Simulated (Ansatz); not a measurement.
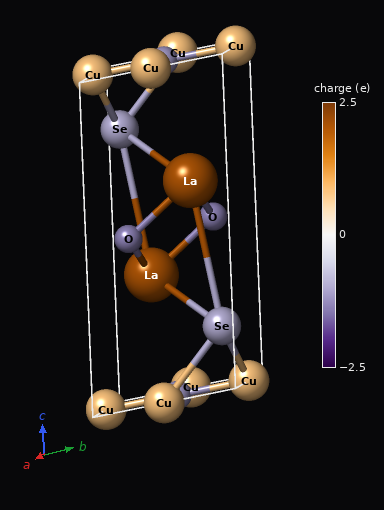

The image is a ball-and-stick drawing of a crystal, viewed slightly off an axis. The simulation cell is outlined; an atom on or near a face, edge or corner is repeated at each equivalent position. The atoms of this La₂Cu₂Se₂O₃ cell are coloured by their Bader charge.

Electronic-structure method: DFT, PAW plane waves, r2SCAN+U in Ansatz. Parameters: 500 eV cutoff, the zone sampled with 5×5×5 points, Fermi-Dirac smearing of 0.018 eV, U_eff = 2.59 eV on Cu d, collinear spins. The state is ferromagnetic.

### Describe the charge distribution among the elements.

Most positive: La; most negative: O. Charges: about La +2.1 e; Cu +0.8 e; Se -1.0 e; O -1.3 to -1.2 e.

The model is a generated cell, made by putting these elements into a known structure type (the compound may or may not exist in this form); its atoms and cell weren't optimised. It went into a calculation with Ansatz.
